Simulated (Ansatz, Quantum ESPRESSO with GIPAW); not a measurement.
# Solid-state NMR of CH4O by GIPAW

The task is to compute NMR shifts of CH4O site by site and to simulate its spectra.

Program: Quantum ESPRESSO with GIPAW 8.0dev (patched build). Level of theory: DFT, PBEsol, plane-wave PAW (pslibrary 1.0.0 recipes), scalar-relativistic, GIPAW; a patched development version of the program. Results are calculated unless marked as measured.

## Step 1: Starting point

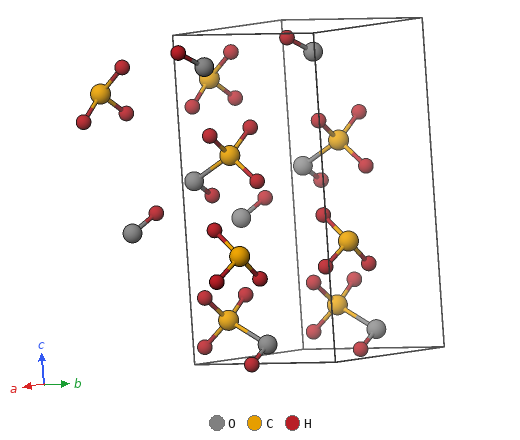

The starting structure, seen slightly off an axis (oxygen grey, carbon orange, hydrogen red). 2×1×1 cells are drawn.

The cell is an entry of the Crystallography Open Database; it need not be the form that is stable at ambient conditions.

This structure had its atoms relaxed beforehand (DFT, PBEsol, plane-wave PAW (pslibrary 1.0.0 recipes), Quantum ESPRESSO with GIPAW), starting from the database entry, since shieldings follow bond lengths closely.

## Step 2: The SCF step

GIPAW is a response on top of the ground state, so the wavefunctions come first. Their errors pass straight into the induced current, hence the tight threshold. No empty states are asked for: the response is solved without them. The mesh has a spacing of 0.46 Å⁻¹ at most. The PAW files were made with ld1.x from the pslibrary 1.0.0 recipes, with GIPAW reconstruction switched on.

scf.in reads:

```
&control
  calculation = 'scf'
  prefix = 'x'
  outdir = './tmp/'
  pseudo_dir = './'
/
&system
  ibrav = 0
  nat = 24
  ntyp = 3
  ecutwfc = 55
  ecutrho = 330
  nbnd = 28
/
&electrons
  conv_thr = 1.0d-10
  mixing_beta = 0.7
  electron_maxstep = 100
/
ATOMIC_SPECIES
  O 15.999 O.pbesol-n-kjpaw_psl.1.0.0-gipaw.UPF
  C 12.011 C.pbesol-n-kjpaw_psl.1.0.0-gipaw.UPF
  H 1.008 H.pbesol-kjpaw_psl.1.0.0-gipaw.UPF
CELL_PARAMETERS angstrom
  4.64110000 0.00000000 0.00000000
  0.00000000 4.87280000 0.00000000
  0.00000000 0.00000000 8.86710000
ATOMIC_POSITIONS crystal
  O 0.26036707 0.28632714 0.56727932
  O 0.23963293 0.71367286 0.06727932
  O 0.73963293 0.78632714 0.93272068
  O 0.76036707 0.21367286 0.43272068
  C 0.25103997 0.54422321 0.64312562
  C 0.24896003 0.45577679 0.14312562
  C 0.74896003 0.04422321 0.85687438
  C 0.75103997 0.95577679 0.35687438
  H 0.06378634 0.55646131 0.71992839
  H 0.43621366 0.44353869 0.21992839
  H 0.93621366 0.05646131 0.78007161
  H 0.56378634 0.94353869 0.28007161
  H 0.24118638 0.71803896 0.56319685
  H 0.25881362 0.28196104 0.06319685
  H 0.75881363 0.21803896 0.93680315
  H 0.74118637 0.78196104 0.43680315
  H 0.44800128 0.56484368 0.71159992
  H 0.05199872 0.43515632 0.21159992
  H 0.55199872 0.06484368 0.78840008
  H 0.94800128 0.93515632 0.28840008
  H 0.06771118 0.25777742 0.51516718
  H 0.43228882 0.74222258 0.01516718
  H 0.93228882 0.75777742 0.98483282
  H 0.56771118 0.24222258 0.48483282
K_POINTS automatic
  3 3 2 1 1 1
```

Launch:

```sh
$ mpirun -np 4 pw.x -nk 4 -in scf.in > scf.out
```

The program printed:

```text
using ibrav=0 with symmetry is DISCOURAGED, use correct ibrav instead

     bravais-lattice index     =            0
     lattice parameter (alat)  =       8.7704  a.u.
     unit-cell volume          =    1353.2490 (a.u.)^3
     number of atoms/cell      =           24
     number of atomic types    =            3
     number of electrons       =        56.00
     number of Kohn-Sham states=           28
     kinetic-energy cutoff     =      55.0000  Ry
     charge density cutoff     =     330.0000  Ry
     scf convergence threshold =      1.0E-10
     mixing beta               =       0.7000
     number of iterations used =            8  plain     mixing
     Exchange-correlation= SLA-PW-PSX-PSC
                           (   1   4  10   8   0   0   0)
[...]
O                 6.00    15.99900     O ( 1.00)
     C                 4.00    12.01100     C ( 1.00)
     H                 1.00     1.00800     H ( 1.00)

      4 Sym. Ops. (no inversion) found ( 3 have fractional translation)
[...]
number of k points=     4
[...]
Dense  grid:   137043 G-vectors     FFT dimensions: (  54,  54, 100)

     Smooth grid:    74633 G-vectors     FFT dimensions: (  48,  48,  80)

     Check: negative core charge=   -0.000007

     Initial potential from superposition of free atoms

     starting charge      55.9997, renormalised to      56.0000
     Starting wfcs are   48 randomized atomic wfcs

     Self-consistent Calculation

     iteration #  1     ecut=    55.00 Ry     beta= 0.70
     Davidson diagonalization with overlap
     ethr =  1.00E-02,  avg # of iterations =  2.0

     total energy              =    -254.99768953 Ry
     estimated scf accuracy    <       2.13363988 Ry

     iteration #  2     ecut=    55.00 Ry     beta= 0.70
     Davidson diagonalization with overlap
     ethr =  3.81E-03,  avg # of iterations =  5.0

     total energy              =    -255.65899868 Ry
     estimated scf accuracy    <       0.42311174 Ry

     iteration #  3     ecut=    55.00 Ry     beta= 0.70
     Davidson diagonalization with overlap
     ethr =  7.56E-04,  avg # of iterations =  4.2

     total energy              =    -255.75878794 Ry
     estimated scf accuracy    <       0.04714835 Ry

[...]
total energy              =    -255.79715634 Ry
[...]
iteration # 24     ecut=    55.00 Ry     beta= 0.70
     Davidson diagonalization with overlap
     ethr =  1.74E-12,  avg # of iterations =  5.8

     total energy              =    -255.79715634 Ry
     estimated scf accuracy    <          6.8E-10 Ry

     iteration # 25     ecut=    55.00 Ry     beta= 0.70
     Davidson diagonalization with overlap
     ethr =  1.22E-12,  avg # of iterations =  4.2

     End of self-consistent calculation
     [one-electron energies left out]

!    total energy              =    -255.79715634 Ry
     total all-electron energy =      -922.363563 Ry
     estimated scf accuracy    <          1.5E-11 Ry

     The total energy is the sum of the following terms:
     one-electron contribution =    -140.25297063 Ry
     hartree contribution      =      89.83052026 Ry
     xc contribution           =     -58.85462354 Ry
     ewald contribution        =     -86.26551934 Ry
     one-center paw contrib.   =     -60.25456310 Ry

     convergence has been achieved in  25 iterations
[...]
JOB DONE.
```

It took 33 s on 4 MPI ranks of Arm Neoverse V1, shared host; peak memory 0.64 GiB; 2.2 min of CPU time.

It converged in 25 cycles to an estimated accuracy of 1e-11 Ry, on 4 irreducible k-points.

## Step 3: Magnetic response

A uniform field breaks periodicity, so gipaw.x applies it as a wave of small q and takes the limit. It solves for the first-order states, builds the induced current and gets the field at each nucleus by Biot–Savart; the PAW spheres add what the smooth waves miss near the nuclei. pawproj makes the reconstruction use the PAW data sets' own projectors.

nmr.in reads:

```
&inputgipaw
  job = 'nmr'
  prefix = 'x'
  tmp_dir = './tmp/'
  restart_mode = 'from_scratch'
  verbosity = 'low'
  q_gipaw = 0.01
  spline_ps = .true.
  conv_threshold = 1.0d-11
  use_nmr_macroscopic_shape = .false.
  pawproj(1) = .true.
  pawproj(2) = .true.
  pawproj(3) = .true.
/
```

Launch:

```sh
$ mpirun -np 4 gipaw.x -in nmr.in > nmr.out
```

The program printed:

```text
[banner, memory and clock lines left out]
[a note of our patched build left out]

     Parallelizing q-star over 1 images

     IMPORTANT: XC functional enforced from input :
     Exchange-correlation= PBESOL
                           (   1   4  10   8   0   0   0)
     Any further DFT definition will be discarded
     Please, verify this is what you really want

     Check: negative core charge=   -0.000007
[...]
projs nearly linearly dependent: l=0  n1,n2= 1, 2  s=  0.99970544
[...]
alpha_pv=     39.0714 eV

     spline_ps is .false., expect some extrapolation errors

     q-space interpolation up to    66.00 Rydberg

     GIPAW job: nmr
     NMR macroscopic correction: no
[...]
Computing the magnetic susceptibility     isolve=0    ethr=  0.1000E-10
     Starting from scratch
     k-point #    1 of     4      pool #  1    cpu time:       0.7
[...]
End of magnetic susceptibility calculation

     f-sum rule (1st term):
           -53.5326          0.0000          0.0000
             0.0000        -53.6252          0.0000
             0.0000          0.0000        -53.5129

     f-sum rule (2nd term):
            -0.7663          0.0000          0.0000
             0.0000         -0.7177          0.0000
             0.0000          0.0000         -0.7965

     f-sum rule (should be   -54.3079):
           -54.2989          0.0000          0.0000
             0.0000        -54.3428          0.0000
             0.0000          0.0000        -54.3094

[... susceptibilities left out ...]
     Contributions to the NMR chemical shifts: -------------------------------

     Macroscopic shape contribution in ppm:                    0.00
             0.0000          0.0000          0.0000
             0.0000          0.0000          0.0000
             0.0000          0.0000          0.0000

     Core contribution in ppm:

     Atom  1  O   pos: (  0.260367  0.300622  1.083821)  core sigma:         270.50
     Atom  2  O   pos: (  0.239633  0.749302  0.128541)  core sigma:         270.50
     Atom  3  O   pos: (  0.739633  0.825583  1.782019)  core sigma:         270.50
     Atom  4  O   pos: (  0.760367  0.224340  0.826739)  core sigma:         270.50
     Atom  5  C   pos: (  0.251040  0.571393  1.228730)  core sigma:         199.99
     Atom  6  C   pos: (  0.248960  0.478531  0.273450)  core sigma:         199.99
     Atom  7  C   pos: (  0.748960  0.046431  1.637110)  core sigma:         199.99
     Atom  8  C   pos: (  0.751040  1.003493  0.681830)  core sigma:         199.99
     Atom  9  H   pos: (  0.063786  0.584242  1.375466)  core sigma:           0.00
     Atom 10  H   pos: (  0.436214  0.465682  0.420186)  core sigma:           0.00
     Atom 11  H   pos: (  0.936214  0.059280  1.490374)  core sigma:           0.00
     Atom 12  H   pos: (  0.563786  0.990643  0.535094)  core sigma:           0.00
     Atom 13  H   pos: (  0.241186  0.753886  1.076021)  core sigma:           0.00
     Atom 14  H   pos: (  0.258814  0.296038  0.120741)  core sigma:           0.00
     Atom 15  H   pos: (  0.758814  0.228924  1.789819)  core sigma:           0.00
     Atom 16  H   pos: (  0.741186  0.820999  0.834539)  core sigma:           0.00
     Atom 17  H   pos: (  0.448001  0.593043  1.359554)  core sigma:           0.00
     Atom 18  H   pos: (  0.051999  0.456881  0.404274)  core sigma:           0.00
[...]
Atom 23  H   pos: (  0.932289  0.795608  1.881582)  core sigma:           0.00
     Atom 24  H   pos: (  0.567711  0.254315  0.926302)  core sigma:           0.00

     Bare contribution in ppm:

     Atom  1  O   pos: (  0.260367  0.300622  1.083821)  bare sigma:          82.38
[...]
Atom  2  O   pos: (  0.239633  0.749302  0.128541)  bare sigma:          82.38
[...]
Atom  3  O   pos: (  0.739633  0.825583  1.782019)  bare sigma:          82.38
[...]
Atom  4  O   pos: (  0.760367  0.224340  0.826739)  bare sigma:          82.38
[...]
Atom  5  C   pos: (  0.251040  0.571393  1.228730)  bare sigma:         -18.23
[...]
Atom  6  C   pos: (  0.248960  0.478531  0.273450)  bare sigma:         -18.23
[...]
Atom  7  C   pos: (  0.748960  0.046431  1.637110)  bare sigma:         -18.23
[...]
Atom  8  C   pos: (  0.751040  1.003493  0.681830)  bare sigma:         -18.23
[...]
Atom  9  H   pos: (  0.063786  0.584242  1.375466)  bare sigma:          19.78
[...]
Atom 10  H   pos: (  0.436214  0.465682  0.420186)  bare sigma:          19.78
[...]
Atom 11  H   pos: (  0.936214  0.059280  1.490374)  bare sigma:          19.78
[...]
Atom 12  H   pos: (  0.563786  0.990643  0.535094)  bare sigma:          19.78
[...]
Atom 13  H   pos: (  0.241186  0.753886  1.076021)  bare sigma:          19.59
[...]
Atom 14  H   pos: (  0.258814  0.296038  0.120741)  bare sigma:          19.59
[...]
Atom 15  H   pos: (  0.758814  0.228924  1.789819)  bare sigma:          19.59
[...]
Paramagnetic US L_R Q_R contribution in ppm:

     Atom  1  O   pos: (  0.260367  0.300622  1.083821)  para_lq sigma:        -206.41
[...]
Atom  2  O   pos: (  0.239633  0.749302  0.128541)  para_lq sigma:        -206.41
[...]
Atom  3  O   pos: (  0.739633  0.825583  1.782019)  para_lq sigma:        -206.41
[...]
Atom  4  O   pos: (  0.760367  0.224340  0.826739)  para_lq sigma:        -206.41
[...]
Atom  5  C   pos: (  0.251040  0.571393  1.228730)  para_lq sigma:         -23.79
[...]
Atom  6  C   pos: (  0.248960  0.478531  0.273450)  para_lq sigma:         -23.79
[...]
Atom  7  C   pos: (  0.748960  0.046431  1.637110)  para_lq sigma:         -23.79
[...]
Atom  8  C   pos: (  0.751040  1.003493  0.681830)  para_lq sigma:         -23.79
[...]
Atom  9  H   pos: (  0.063786  0.584242  1.375466)  para_lq sigma:           0.00
[...]
Atom 10  H   pos: (  0.436214  0.465682  0.420186)  para_lq sigma:           0.00
[...]
Atom 11  H   pos: (  0.936214  0.059280  1.490374)  para_lq sigma:           0.00
[...]
Atom 12  H   pos: (  0.563786  0.990643  0.535094)  para_lq sigma:           0.00
[...]
Atom 13  H   pos: (  0.241186  0.753886  1.076021)  para_lq sigma:           0.00
[...]
Atom 14  H   pos: (  0.258814  0.296038  0.120741)  para_lq sigma:           0.00
[...]
Atom 15  H   pos: (  0.758814  0.228924  1.789819)  para_lq sigma:           0.00
[...]
Atom 16  H   pos: (  0.741186  0.820999  0.834539)  para_lq sigma:           0.00
[...]
Atom 17  H   pos: (  0.448001  0.593043  1.359554)  para_lq sigma:           0.00
[...]
Atom 18  H   pos: (  0.051999  0.456881  0.404274)  para_lq sigma:           0.00
[...]
Atom 23  H   pos: (  0.932289  0.795608  1.881582)  para_lq sigma:           0.00
[...]
Atom 24  H   pos: (  0.567711  0.254315  0.926302)  para_lq sigma:           0.00
[...]
Total NMR chemical shifts in ppm: ---------------------------------------
     (adopting the Simpson convention for anisotropy and asymmetry)-----------

     Atom  1  O   pos: (  0.260367  0.300622  1.083821)  Total sigma:         290.36
           349.9842          8.9221         22.5482
            -3.8108        237.2426        -27.2026
            17.1195        -19.7578        283.8501

     O       1    anisotropy:     97.87    eta:    0.9536
[...]
Atom  2  O   pos: (  0.239633  0.749302  0.128541)  Total sigma:         290.36
[... its tensor is left out ...]
     Atom  3  O   pos: (  0.739633  0.825583  1.782019)  Total sigma:         290.36
[... its tensor is left out ...]
     Atom  4  O   pos: (  0.760367  0.224340  0.826739)  Total sigma:         290.36
[... its tensor is left out ...]
     Atom  5  C   pos: (  0.251040  0.571393  1.228730)  Total sigma:         118.30
            88.4178          0.4807         -2.1173
            -0.2519        151.7515         29.6879
            -1.9125         31.5496        114.7193

     C       5    anisotropy:     76.10    eta:    0.1921
[...]
Atom  6  C   pos: (  0.248960  0.478531  0.273450)  Total sigma:         118.30
[... its tensor is left out ...]
     Atom  7  C   pos: (  0.748960  0.046431  1.637110)  Total sigma:         118.30
[... its tensor is left out ...]
     Atom  8  C   pos: (  0.751040  1.003493  0.681830)  Total sigma:         118.30
[... its tensor is left out ...]
     Atom  9  H   pos: (  0.063786  0.584242  1.375466)  Total sigma:          20.88
            20.0021         -1.0415         -2.7737
            -2.2103         20.1996          4.5972
            -3.7698          3.1836         22.4332

     H       9    anisotropy:      9.44    eta:    0.2419
[...]
Atom 10  H   pos: (  0.436214  0.465682  0.420186)  Total sigma:          20.88
[... its tensor is left out ...]
     Atom 11  H   pos: (  0.936214  0.059280  1.490374)  Total sigma:          20.88
[... its tensor is left out ...]
     Atom 12  H   pos: (  0.563786  0.990643  0.535094)  Total sigma:          20.88
[... its tensor is left out ...]
     Atom 13  H   pos: (  0.241186  0.753886  1.076021)  Total sigma:          20.70
            17.6149         -0.1360         -0.1822
            -0.2064         26.1283         -2.3912
             0.0481          0.2900         18.3455

     H      13    anisotropy:      8.36    eta:    0.1113
[...]
Atom 14  H   pos: (  0.258814  0.296038  0.120741)  Total sigma:          20.70
[... its tensor is left out ...]
     Atom 15  H   pos: (  0.758814  0.228924  1.789819)  Total sigma:          20.70
[... its tensor is left out ...]
     Atom 16  H   pos: (  0.741186  0.820999  0.834539)  Total sigma:          20.70
[... its tensor is left out ...]
     Atom 17  H   pos: (  0.448001  0.593043  1.359554)  Total sigma:          20.99
            20.3511          1.1750          2.4867
             2.5557         20.5078          4.2047
             3.7593          3.0747         22.1166

     H      17    anisotropy:      9.01    eta:    0.2001
[...]
Atom 18  H   pos: (  0.051999  0.456881  0.404274)  Total sigma:          20.99
[... its tensor is left out ...]
     Atom 19  H   pos: (  0.551999  0.068081  1.506286)  Total sigma:          20.99
[... its tensor is left out ...]
     Atom 20  H   pos: (  0.948001  0.981843  0.551006)  Total sigma:          20.99
[... its tensor is left out ...]
     Atom 21  H   pos: (  0.067711  0.270647  0.984258)  Total sigma:          16.22
            32.3428          3.2636         12.6620
             6.1753          5.5721          3.4995
            14.1742          3.9533         10.7505

     H      21    anisotropy:     35.33    eta:    0.1111
[...]
Atom 22  H   pos: (  0.432289  0.779277  0.028978)  Total sigma:          16.22
[... its tensor is left out ...]
     Atom 23  H   pos: (  0.932289  0.795608  1.881582)  Total sigma:          16.22
[... its tensor is left out ...]
     Atom 24  H   pos: (  0.567711  0.254315  0.926302)  Total sigma:          16.22
[... its tensor is left out ...]
```

Elapsed: 2.8 min, on 4 MPI ranks; peak memory 0.44 GiB.

The f-sum rule is met to 0.035 of 54.3 (0.06 %). Converged shieldings require that this miss be small, but a small miss does not prove them.

From the symmetric part of each tensor, with principal values σ11 ≤ σ22 ≤ σ33: σ_iso is their mean, the span is σ33 − σ11 and the skew 3(σ_iso − σ22)/span. (gipaw.x prints an anisotropy in another convention.)

| site | atom no. | atoms in cell | σ_iso (ppm) | span (ppm) | skew |
| --- | --- | --- | --- | --- | --- |
| O | 1 | 4 | 290.4 | 129.0 | 0.04 |
| C | 5 | 4 | 118.3 | 81.0 | 0.76 |
| H(1) | 9 | 4 | 20.88 | 10.20 | 0.70 |
| H(2) | 13 | 4 | 20.70 | 8.67 | 0.86 |
| H(3) | 17 | 4 | 20.99 | 9.61 | 0.75 |
| H(4) | 21 | 4 | 16.22 | 36.64 | 0.86 |

The macroscopic shape term is switched off. For a spherical sample the valence susceptibility of this run would add about 5 ppm to every site, a rough estimate, since the susceptibility converges slowly and lacks part of the PAW terms. Differences within the crystal don't depend on it, but shieldings of different compounds can't be compared to better than a few ppm without it.

In this run the largest span is that of O (site symmetry 1), with principal values 226.6, 288.8 and 355.6 ppm.

How the isotropic values are made up (ppm). The core part is that of the free atom's core; bare is the current of the smooth valence states; the last two are what the PAW spheres add to the diamagnetic and the paramagnetic current:

```csv
site,core,bare,"reconstruction, dia","reconstruction, para"
O,270.5,82.4,17.9,-80.5
C,200.0,-18.2,4.6,-68.1
H(1),0.0,19.8,1.1,0.0
H(2),0.0,19.6,1.1,0.0
H(3),0.0,19.9,1.1,0.0
H(4),0.0,15.3,0.9,0.0
```

(Continued in part 2 of 2.)

[Banner, clock, file and message-heading lines were taken out of the pw.x and gipaw.x logs.]

[Logs are printed without paths, hosts, clocks, repeated set-up lines and the standing remarks that a program may print on its own settings, such as how far it seeks lower states.]

[Hosts, paths, dates, database ids (printed as entryN), source tags and the programs' standing remarks are cut or masked in the printed files.]

[Where no reference line passes its bar on scatter, no shift is given, so a measured shift of this compound may stand uncompared.]
